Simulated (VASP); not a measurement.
Band structure of Ga$_{3}$InN$_{4}$ (ordered alloy cell). Level of theory: PBEsol GGA, VASP's PBE PAW potentials (set 64) (plane waves; VASP).

Unless said otherwise, spin-orbit coupling is left out, though it shifts the bands of the heavy elements here.

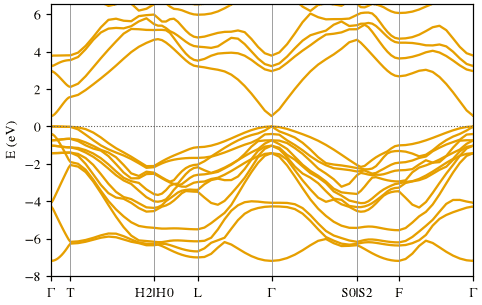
Fig. 1. Bands along high-symmetry lines, zero at the valence-band maximum or, without a gap, the Fermi level

Read the plot: is there a gap, and where are the band edges?

The gap is direct, 0.56 eV, from the valence maximum at Γ to the conduction minimum at Γ. (Edges off the drawn lines would not show.)

The structure was generated: Ga3InN4 was put into an ordered model structure (R3m), which need not be its known phase. It was relaxed first.
